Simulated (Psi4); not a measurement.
## Frequency calculation, with input and output: CH3AlCl (part 3 of 3)

Continued. System: CH3AlCl, multiplicity 2, SMILES [CH3][Al][Cl]. Method: HF/aug-cc-pVDZ, UHF (Psi4 1.11). The geometry comes from this level: PBE0-D4/def2-TZVP.

Geometry of the input (Å):
```
C  -0.4414  0.4490  -0.2872
Al 0.1231  -1.3529  0.2545
Cl 2.0286  -1.5463  1.1688
H  0.3353  1.1773  -0.0414
H  -1.3682  0.7278  0.2221
H  -0.6352  0.4810  -1.3631
```

The program's output, continued
```
    1    -0.01095491363762    -0.00088882518674     0.00927684033902    -0.00288789011763    -0.18496790433979
    2     0.03068741321466    -0.00229383379824     0.00273648503940    -0.00113724104023    -0.13476062006520
    3    -0.01498574705010    -0.00110216273861     0.00423355549138     0.00108051162779    -0.04178919186119
    4     0.07713645884006    -0.12948914416037     0.00468710520464    -0.06200162645168     0.00249032389395
    5    -0.03848958755965     0.01365944287119    -0.00982300262135     0.00825917204957     0.00539988007765
    6     0.04595391346788    -0.06339338755138     0.00409592291401    -0.02750735146618     0.00037517714617
    7    -0.06339338755138     0.13173438805377    -0.01540977643155     0.06495273295001    -0.00017396058506
    8     0.00409592291401    -0.01540977643155     0.00710731831143    -0.00873267379918    -0.00067819026320
    9    -0.02750735146618     0.06495273295001    -0.00873267379918     0.02842381955010     0.00029823614210
   10     0.00037517714617    -0.00017396058506    -0.00067819026320     0.00029823614210     0.20593829419935
   11    -0.00304991971389     0.00148663310075     0.00327879334250     0.00008777127840     0.15381216063530
   12     0.00051983106074    -0.00003693028730    -0.00091607852207    -0.00046863055331     0.04898385062956
   13     0.00092802184926    -0.00039811538599     0.00086268399338    -0.00021556953788    -0.01925688134211
   14    -0.00434700108032     0.00119588900824    -0.00157352897086     0.00080851221775    -0.02080791632408
   15     0.00001236435722    -0.00046936755263     0.00103313366012    -0.00103046921400    -0.00735188157742
   16    -0.00409135703499    -0.00078434275816     0.00126133736825    -0.00014588306344    -0.00402987180286
   17     0.01110317221331     0.00136164524104    -0.00172606512253     0.00071445914567    -0.00296531391007
   18    -0.00399301052713     0.00004911523917     0.00028614037272    -0.00049787999155    -0.00051619050156

                11                  12                  13                  14                  15

    1    -0.15659978290027    -0.03838842019187    -0.25437188431838     0.07901362223699     0.10533071213153
    2    -0.17699181313420    -0.04243082438516     0.05829860686277    -0.06064905760181    -0.03576968820775
    3    -0.05252252124394    -0.06039664429380     0.11658514708290    -0.05265553276339    -0.09950675851221
    4    -0.01158687085910     0.00301539075862    -0.00480344976341     0.01021335931854    -0.00424157022807
    5    -0.01501724643606     0.00481255742665     0.00084648710329    -0.00350885811989     0.00084870850511
    6    -0.00304991971389     0.00051983106074     0.00092802184926    -0.00434700108032     0.00001236435722
    7     0.00148663310075    -0.00003693028730    -0.00039811538599     0.00119588900824    -0.00046936755263
    8     0.00327879334250    -0.00091607852207     0.00086268399338    -0.00157352897086     0.00103313366012
    9     0.00008777127840    -0.00046863055331    -0.00021556953788     0.00080851221775    -0.00103046921400
   10     0.15381216063530     0.04898385062956    -0.01925688134211    -0.02080791632408    -0.00735188157742
   11     0.18062963080820     0.05051782860537     0.00904255382903     0.00704167511730     0.00355603018981
   12     0.05051782860537     0.06302335480829     0.01095597518419     0.01286331608727     0.00328283904030
   13     0.00904255382903     0.01095597518419     0.27299300367750    -0.06708094357884    -0.12455932213652
   14     0.00704167511730     0.01286331608727    -0.06708094357884     0.05866904688066     0.04149437331864
   15     0.00355603018981     0.00328283904030    -0.12455932213652     0.04149437331864     0.11338061695633
   16     0.00384530626448    -0.02452986610004     0.00583732715713    -0.00253401105080     0.03129142943796
   17     0.00105896134281    -0.02484679919729    -0.00196938926553     0.00002072305773    -0.01116255736748
   18     0.00141081098289    -0.00596075002737    -0.00369425242637     0.00183633219335    -0.01613859264211

                16                  17                  18

    1    -0.05406817400903    -0.00093670425346    -0.04971351951043
    2    -0.00389110948547    -0.03553094031377     0.00506446353008
    3    -0.05727893128800     0.03287732308580    -0.32490606827330
    4    -0.00318415198770     0.00331605582979    -0.00087976109500
    5     0.00012477098505    -0.00111259588858     0.00008785145341
    6    -0.00409135703499     0.01110317221331    -0.00399301052713
    7    -0.00078434275816     0.00136164524104     0.00004911523917
    8     0.00126133736825    -0.00172606512253     0.00028614037272
    9    -0.00014588306344     0.00071445914567    -0.00049787999155
   10    -0.00402987180286    -0.00296531391007    -0.00051619050156
   11     0.00384530626448     0.00105896134281     0.00141081098289
   12    -0.02452986610004    -0.02484679919729    -0.00596075002737
   13     0.00583732715713    -0.00196938926553    -0.00369425242637
   14    -0.00253401105080     0.00002072305773     0.00183633219335
   15     0.03129142943796    -0.01116255736748    -0.01613859264211
   16     0.05622921348860     0.00119370618087     0.05475460840083
   17     0.00119370618087     0.03728991744051    -0.00868559796752
   18     0.05475460840083    -0.00868559796752     0.35149630195419

	total time  =        110 seconds =       1.83 minutes

  ==> Harmonic Vibrational Analysis <==

  non-mass-weighted Hessian:       Symmetric? True   Hermitian? True   Lin Dep Dim?  0 (0)
  projection of translations (True) and rotations (True) removed 6 degrees of freedom (6)
  total projector:                 Symmetric? True   Hermitian? True   Lin Dep Dim?  6 (6)
  mass-weighted Hessian:           Symmetric? True   Hermitian? True   Lin Dep Dim?  0 (0)
  pre-proj  low-frequency mode:    0.0000i [cm^-1]
  pre-proj  low-frequency mode:    0.0000i [cm^-1]
  pre-proj  low-frequency mode:    0.0000i [cm^-1]
  pre-proj  low-frequency mode:    0.0127  [cm^-1]
  pre-proj  low-frequency mode:    0.0147  [cm^-1]
  pre-proj  low-frequency mode:    0.0252  [cm^-1]
  pre-proj  low-frequency mode:   57.5200  [cm^-1]
  pre-proj  all modes:['83.0814i' '56.5019i' '51.3938i' '0.0127' '0.0147' '0.0252' '57.5200'
 '168.2281' '498.6739' '646.3231' '661.2234' '729.5451' '1296.6219'
 '1527.4564' '1530.3844' '3137.6836' '3218.2988' '3233.9140']
  projected mass-weighted Hessian: Symmetric? True   Hermitian? True   Lin Dep Dim?  6 (6)
  post-proj low-frequency mode:    0.0000i [cm^-1] (TR)
  post-proj low-frequency mode:    0.0000i [cm^-1] (TR)
  post-proj low-frequency mode:    0.0000  [cm^-1] (TR)
  post-proj low-frequency mode:    0.0000  [cm^-1] (TR)
  post-proj low-frequency mode:    0.0000  [cm^-1] (TR)
  post-proj low-frequency mode:    0.0000  [cm^-1] (TR)
  post-proj low-frequency mode:   38.8832  [cm^-1] (V)
  post-proj  all modes:['0.0000i' '0.0000i' '0.0000' '0.0000' '0.0000' '0.0000' '38.8832'
 '168.1751' '498.6739' '646.3205' '661.2203' '729.5448' '1296.6218'
 '1527.4562' '1530.3842' '3137.6836' '3218.2988' '3233.9139']

  Vibration                       7                   8                   9
  Freq [cm^-1]                 38.8832             168.1751            498.6739
  Irrep                           A                   A                   A
  Reduced mass [u]              1.0969              4.0491              9.2116
  Force const [mDyne/A]         0.0010              0.0675              1.3496
  Turning point v=0 [a0]        1.6802              0.4205              0.1619
  RMS dev v=0 [a0 u^1/2]        1.2443              0.5983              0.3474
  Char temp [K]                55.9442             241.9666            717.4807
  ----------------------------------------------------------------------------------
      1   C                0.01 -0.00 -0.01    0.28 -0.02  0.13   -0.16  0.26 -0.11
      2   AL              -0.02  0.01  0.04   -0.10 -0.18 -0.02   -0.32 -0.11 -0.13
      3   CL               0.01 -0.00 -0.02   -0.06  0.14 -0.05    0.30 -0.03  0.14
      4   H               -0.21  0.07  0.46    0.52 -0.33  0.29    0.14 -0.11  0.08
      5   H               -0.31 -0.17 -0.49    0.35  0.22  0.13   -0.05  0.55 -0.09
      6   H                0.59  0.08 -0.12    0.36  0.22  0.13   -0.03  0.54 -0.12

  Vibration                       10                  11                  12
  Freq [cm^-1]                 646.3205            661.2203            729.5448
  Irrep                           A                   A                   A
  Reduced mass [u]              1.1827              5.9624              1.3107
  Force const [mDyne/A]         0.2911              1.5359              0.4110
  Turning point v=0 [a0]        0.3969              0.1748              0.3548
  RMS dev v=0 [a0 u^1/2]        0.3052              0.3017              0.2873
  Char temp [K]                929.9113            951.3488           1049.6525
  ----------------------------------------------------------------------------------
      1   C                0.05 -0.02 -0.11   -0.14  0.40 -0.13    0.11  0.07  0.04
      2   AL              -0.01  0.00  0.03    0.17 -0.24  0.12   -0.04 -0.04 -0.01
      3   CL               0.00 -0.00 -0.00   -0.08  0.01 -0.04    0.01  0.01  0.00
      4   H               -0.12  0.04  0.26   -0.11  0.38 -0.11   -0.36  0.65 -0.27
      5   H                0.11 -0.57  0.35   -0.11  0.48 -0.12   -0.08 -0.41 -0.03
      6   H               -0.26  0.61 -0.01   -0.11  0.49 -0.13   -0.12 -0.40  0.06

  Vibration                       13                  14                  15
  Freq [cm^-1]                1296.6218           1527.4562           1530.3842
  Irrep                           A                   A                   A
  Reduced mass [u]              1.2204              1.0587              1.0525
  Force const [mDyne/A]         1.2089              1.4554              1.4523
  Turning point v=0 [a0]        0.2758              0.2729              0.2734
  RMS dev v=0 [a0 u^1/2]        0.2155              0.1985              0.1983
  Char temp [K]               1865.5501           2197.6694           2201.8822
  ----------------------------------------------------------------------------------
      1   C                0.04 -0.13  0.04    0.03 -0.01 -0.06   -0.05 -0.03 -0.02
      2   AL              -0.00  0.00 -0.00    0.00 -0.00 -0.00   -0.00 -0.00 -0.00
      3   CL               0.00 -0.00  0.00    0.00 -0.00 -0.00    0.00  0.00 -0.00
      4   H               -0.34  0.39 -0.22   -0.31  0.11  0.67   -0.23  0.22 -0.15
      5   H                0.03  0.50 -0.28    0.23  0.39  0.12    0.32  0.10  0.57
      6   H               -0.14  0.56  0.07   -0.28 -0.37 -0.00    0.65 -0.00 -0.14

  Vibration                       16                  17                  18
  Freq [cm^-1]                3137.6836           3218.2988           3233.9139
  Irrep                           A                   A                   A
  Reduced mass [u]              1.0321              1.0989              1.1024
  Force const [mDyne/A]         5.9869              6.7057              6.7925
  Turning point v=0 [a0]        0.1928              0.1845              0.1838
  RMS dev v=0 [a0 u^1/2]        0.1385              0.1368              0.1364
  Char temp [K]               4514.4282           4630.4154           4652.8821
  ----------------------------------------------------------------------------------
      1   C               -0.02  0.04 -0.01    0.04 -0.01 -0.08   -0.08 -0.04 -0.03
      2   AL               0.00 -0.00  0.00    0.00 -0.00 -0.00   -0.00 -0.00 -0.00
      3   CL              -0.00 -0.00 -0.00    0.00 -0.00 -0.00    0.00  0.00  0.00
      4   H               -0.40 -0.35 -0.13    0.01  0.00 -0.02    0.59  0.56  0.18
      5   H                0.50 -0.14 -0.28   -0.60  0.18  0.31    0.32 -0.11 -0.19
      6   H                0.10 -0.00  0.58    0.14 -0.03  0.69    0.05 -0.02  0.38

  ==> Thermochemistry Components <==

  Entropy, S
    Electronic S                             1.377 [cal/(mol K)]        5.763 [J/(mol K)]       0.00219507 [mEh/K] (multiplicity = 2)
    Translational S                         41.506 [cal/(mol K)]      173.663 [J/(mol K)]       0.06614469 [mEh/K] (mol. weight = 76.9739 [u], P = 101325.00 [Pa])
    Rotational S                            26.221 [cal/(mol K)]      109.710 [J/(mol K)]       0.04178649 [mEh/K] (symmetry no. = 1)
    Vibrational S                           14.568 [cal/(mol K)]       60.954 [J/(mol K)]       0.02321629 [mEh/K]
  Total S                                   83.674 [cal/(mol K)]      350.091 [J/(mol K)]       0.13334254 [mEh/K]
  Correction S                               0.000 [cal/(mol K)]        0.000 [J/(mol K)]       0.00000000 [mEh/K]

  Constant volume heat capacity, Cv
    Electronic Cv                            0.000 [cal/(mol K)]        0.000 [J/(mol K)]       0.00000000 [mEh/K]
    Translational Cv                         2.981 [cal/(mol K)]       12.472 [J/(mol K)]       0.00475022 [mEh/K]
    Rotational Cv                            2.981 [cal/(mol K)]       12.472 [J/(mol K)]       0.00475022 [mEh/K]
    Vibrational Cv                          11.706 [cal/(mol K)]       48.978 [J/(mol K)]       0.01865479 [mEh/K]
  Total Cv                                  17.668 [cal/(mol K)]       73.922 [J/(mol K)]       0.02815523 [mEh/K]
  Correction Cv                              0.000 [cal/(mol K)]        0.000 [J/(mol K)]       0.00000000 [mEh/K]

  Constant pressure heat capacity, Cp
    Electronic Cp                            0.000 [cal/(mol K)]        0.000 [J/(mol K)]       0.00000000 [mEh/K]
    Translational Cp                         4.968 [cal/(mol K)]       20.786 [J/(mol K)]       0.00791703 [mEh/K]
    Rotational Cp                            2.981 [cal/(mol K)]       12.472 [J/(mol K)]       0.00475022 [mEh/K]
    Vibrational Cp                          11.706 [cal/(mol K)]       48.978 [J/(mol K)]       0.01865479 [mEh/K]
  Total Cp                                  19.655 [cal/(mol K)]       82.236 [J/(mol K)]       0.03132204 [mEh/K]
  Correction Cp                              0.000 [cal/(mol K)]        0.000 [J/(mol K)]       0.00000000 [mEh/K]

  ==> Thermochemistry Energy Analysis <==

  Raw electronic energy, E_e
  Total E_e, Electronic energy at well bottom                                          -741.09196863 [Eh]

  Zero-point vibrational energy, ZPVE = Sum_i omega_i / 2,  E_0 = E_e + ZPVE
    Vibrational ZPVE                        23.856 [kcal/mol]       99.811 [kJ/mol]       0.03801618 [Eh]        8343.588 [cm^-1]
  Correction ZPVE to E_e                    23.856 [kcal/mol]       99.811 [kJ/mol]       0.03801618 [Eh]        8343.588 [cm^-1]
  Total E_0, Enthalpy at 0 [K]                                                         -741.05395245 [Eh]
  *** Absolute enthalpy, not an enthalpy of formation ***

  Thermal (internal) energy, E (includes ZPVE and finite-temperature corrections)
    Electronic contrib to E beyond E_e       0.000 [kcal/mol]        0.000 [kJ/mol]       0.00000000 [Eh]
    Translational contrib to E               1.490 [kcal/mol]        6.236 [kJ/mol]       0.00237511 [Eh]
    Rotational contrib to E                  1.490 [kcal/mol]        6.236 [kJ/mol]       0.00237511 [Eh]
    Vibrational contrib to E                27.179 [kcal/mol]      113.716 [kJ/mol]       0.04331212 [Eh]
  Correction E                              30.160 [kcal/mol]      126.188 [kJ/mol]       0.04806234 [Eh]
  Total E, Thermal (internal) energy at  500.00 [K]                                    -741.04390630 [Eh]

  Enthalpy, H_trans = E_trans + k_B * T = E_trans + P * V
    Electronic contrib to H beyond E_e       0.000 [kcal/mol]        0.000 [kJ/mol]       0.00000000 [Eh]
    Translational contrib to H               2.484 [kcal/mol]       10.393 [kJ/mol]       0.00395851 [Eh]
    Rotational contrib to H                  1.490 [kcal/mol]        6.236 [kJ/mol]       0.00237511 [Eh]
    Vibrational contrib to H                27.179 [kcal/mol]      113.716 [kJ/mol]       0.04331212 [Eh]
  Correction H                              31.153 [kcal/mol]      130.345 [kJ/mol]       0.04964574 [Eh]
  Total H, Enthalpy at  500.00 [K]                                                     -741.04232289 [Eh]
  *** Absolute enthalpy, not an enthalpy of formation ***

  Gibbs free energy, G = H - T * S
    Electronic contrib to G beyond E_e      -0.689 [kcal/mol]       -2.882 [kJ/mol]      -0.00109753 [Eh]
    Translational contrib to G             -18.269 [kcal/mol]      -76.438 [kJ/mol]      -0.02911383 [Eh]
    Rotational contrib to G                -11.620 [kcal/mol]      -48.619 [kJ/mol]      -0.01851814 [Eh]
    Vibrational contrib to G                19.895 [kcal/mol]       83.239 [kJ/mol]       0.03170397 [Eh]
  Correction G                             -10.684 [kcal/mol]      -44.701 [kJ/mol]      -0.01702553 [Eh]
  Total G, Gibbs energy at  500.00 [K]                                                 -741.10899416 [Eh]
  *** Absolute Gibbs energy, not a free energy of formation ***
```

Standard output
```
Warning: used thermodynamics relations inappropriate for low-frequency modes: ['38.8832' '168.1751' '498.6739']
E = -741.091968632
wavenumbers / cm^-1: [  38.9  168.2  498.7  646.3  661.2  729.5 1296.6 1527.5 1530.4 3137.7
 3218.3 3233.9]
ZPVE: 0.03801618 Eh
ENTHALPY: -741.04232289 Eh
GIBBS FREE ENERGY: -741.10899416 Eh
CURRENT ENERGY                                   -741.0919686319
CURRENT REFERENCE ENERGY                         -741.0919686319
DD SOLVATION ENERGY                                 0.0000000000
ENTHALPY                                         -741.0423228909
ENTHALPY CORRECTION                                 0.0496457411
GIBBS FREE ENERGY                                -741.1089941590
GIBBS FREE ENERGY CORRECTION                       -0.0170255271
HF KINETIC ENERGY                                 741.0875320002
HF POTENTIAL ENERGY                             -1482.1795006321
HF TOTAL ENERGY                                  -741.0919686319
HF VIRIAL RATIO                                     2.0000059867
NUCLEAR REPULSION ENERGY                          116.1503370439
ONE-ELECTRON ENERGY                             -1256.6303712980
PCM POLARIZATION ENERGY                             0.0000000000
PE ENERGY                                           0.0000000000
SCF ITERATION ENERGY                             -741.0919686319
SCF ITERATIONS                                     13.0000000000
SCF TOTAL ENERGY                                 -741.0919686319
THERMAL ENERGY                                   -741.0439062961
THERMAL ENERGY CORRECTION                           0.0480623358
TWO-ELECTRON ENERGY                               399.3880656221
ZERO K ENTHALPY                                  -741.0539524472
ZPVE                                                0.0380161847
```

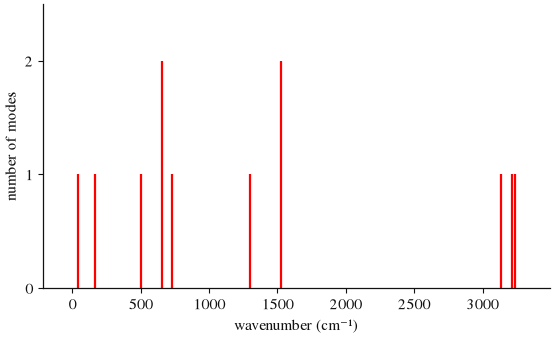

Fig. 1: Harmonic vibrational wavenumbers from the force constants; neighbouring modes closer than 15 cm⁻¹ are counted in one stick. 12 modes from 39 to 3234 cm⁻¹, none imaginary.

Key numbers

| quantity | value |
| --- | --- |
| outcome | converged |
| total energy | −741.091969 hartree |
| basis functions | 104 |
| ⟨S²⟩ | 0.756 |
| zero-point energy | 0.038016 hartree |
| dipole moment | 2.18 D |
| wavenumbers, lowest and highest | 39 and 3234 cm⁻¹ |
| wall time | 1.9 min |
| peak memory | 0.47 GiB |

Notes

The record of the run, not the program, notes: frequencies away from a stationary point.
